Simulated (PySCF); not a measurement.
```
atom   x (Å)   y (Å)    z (Å)
  Sn  0.0000  0.0000  -0.4703
   S  0.0000  0.0000   1.7637
```

Core potentials replace the inner electrons of Sn.

Theory: PBE0/def2-SVPD, non-relativistic Hamiltonian with scalar-relativistic core potentials where named, at a bond length of 2.234 Å (PySCF 2.14.0).

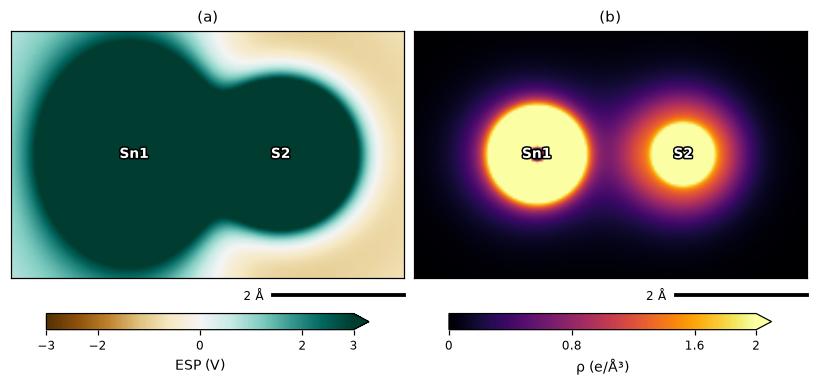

SnS. (a) molecular electrostatic potential; (b) electron density on a plane that holds the molecular axis.

### What do the fields say about this system?

The plane passes through Sn and S nuclei. Sn–S (2.23 Å): the density is about 0.7 e/Å³ at the midpoint. Outside the dense part of the molecule the potential is most negative (−1.0 V) near S2.
